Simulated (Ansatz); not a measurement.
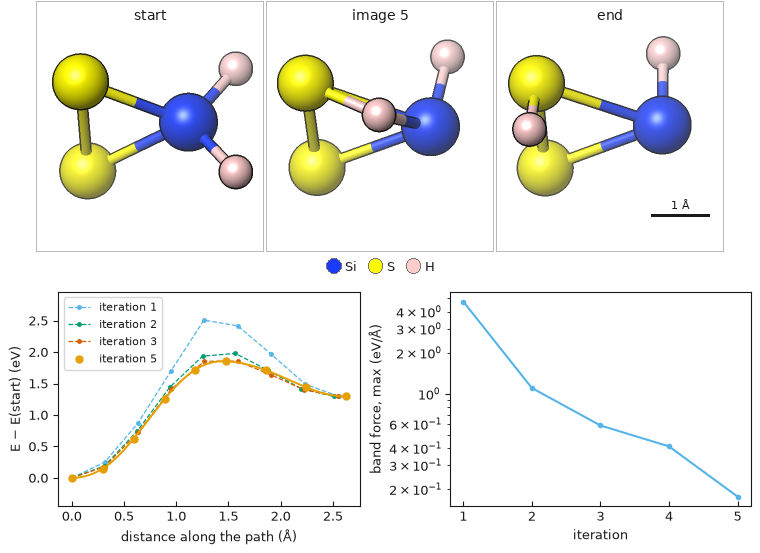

A nudged-elastic-band calculation for SiH2S2. Images are numbered from 0 (start) to 8 (end). The plot follows the band through its iterations. Style: ball-and-stick. Shown from a free direction.

All numbers below come from Ansatz, RKS r2SCAN/def2-SVP.

Input file:
```yaml
crystal:
  periodic: [false, false, false]
  atoms:
    - { symbol: Si, position_ang: [-0.240125, 0.214288, -0.210159] }
    - { symbol: S, position_ang: [1.757233, -0.299816, 0.257906] }
    - { symbol: S, position_ang: [0.048477, -1.364881, 1.166718] }
    - { symbol: H, position_ang: [-0.747995, -0.124922, -1.562933] }
    - { symbol: H, position_ang: [-0.767691, 1.501631, 0.306967] }
basis:
  gaussian: { orbitals: def2-SVP }
hamiltonian:
  xc: r2scan
neb:
  order_check: false
  images: 7
  f_tol: 0.2
  max_iterations: 52
  final_atoms:
    - { symbol: Si, position_ang: [-1.134311, 0.62939321, 0.13789277] }
    - { symbol: S, position_ang: [0.98738235, -0.21703209, -0.56039517] }
    - { symbol: S, position_ang: [-0.01135702, -1.16457072, 1.01754378] }
    - { symbol: H, position_ang: [0.56438744, -0.97183312, -1.61424337] }
    - { symbol: H, position_ang: [-0.35620277, 1.65034272, 0.97770099] }
  initial_path:
    images:
      - { positions_ang: [[-0.240125, 0.214288, -0.210159], [1.757233, -0.299816, 0.257906], [0.048477, -1.364881, 1.166718], [-0.747995, -0.124922, -1.562933], [-0.767691, 1.501631, 0.306967]] }
      - { positions_ang: [[-0.34394284, 0.21827432, -0.17255859], [1.64041362, -0.33305901, 0.1185656], [0.06559847, -1.32248638, 1.18035814], [-0.53707048, -0.16725772, -1.53322095], [-0.77509977, 1.53082878, 0.3653548]] }
      - { positions_ang: [[-0.44776067, 0.22226065, -0.13495819], [1.52359424, -0.36630201, -0.0207748], [0.08271995, -1.28009177, 1.19399828], [-0.32614596, -0.20959343, -1.50350889], [-0.78250855, 1.56002656, 0.4237426]] }
      - { positions_ang: [[-0.55157851, 0.22624697, -0.09735778], [1.40677486, -0.39954502, -0.1601152], [0.09984142, -1.23769715, 1.20763842], [-0.11522145, -0.25192915, -1.47379684], [-0.78991732, 1.58922434, 0.4821304]] }
      - { positions_ang: [[-0.65539635, 0.23023329, -0.05975737], [1.28995547, -0.43278802, -0.2994556], [0.1169629, -1.19530253, 1.22127856], [0.09570307, -0.29426486, -1.44408479], [-0.79732609, 1.61842212, 0.5405182]] }
      - { positions_ang: [[-0.77512501, 0.33002327, -0.01034484], [1.21431219, -0.37884904, -0.36469049], [0.08488292, -1.18761958, 1.17034486], [0.21287416, -0.46365693, -1.48662443], [-0.68704526, 1.62640227, 0.6498139]] }
      - { positions_ang: [[-0.89485367, 0.42981325, 0.0390677], [1.13866891, -0.32491005, -0.42992538], [0.05280294, -1.17993663, 1.11941117], [0.33004526, -0.63304899, -1.52916408], [-0.57676443, 1.63438242, 0.7591096]] }
      - { positions_ang: [[-1.01458234, 0.52960323, 0.08848023], [1.06302563, -0.27097107, -0.49516028], [0.02072296, -1.17225367, 1.06847747], [0.44721635, -0.80244106, -1.57170373], [-0.4664836, 1.64236257, 0.8684053]] }
      - { positions_ang: [[-1.134311, 0.62939321, 0.13789277], [0.98738235, -0.21703209, -0.56039517], [-0.01135702, -1.16457072, 1.01754378], [0.56438744, -0.97183312, -1.61424337], [-0.35620277, 1.65034272, 0.97770099]] }
```

Launched with:
```bash
ansatz run input.yaml --threads 1 --pin off --max-ram 2048MiB --backend cpu --events-out ev --progress --plain --runs-dir out
```

How did the profile develop, and is the result final?

The run is converged, with reservations. The band converged in 5 iterations. The largest component of the band force went from 4.8 to 0.18 eV/Å. The climbing image converged on the top of the path. Its curvatures weren't checked. The force threshold is loose. The first iteration put the highest image at 2.51 eV. Forward barrier 1.85 eV, backward barrier 0.56 eV, with image 5 at the top; the reaction energy is +1.29 eV.

The run took about 2.6 core-minutes on a shared host.
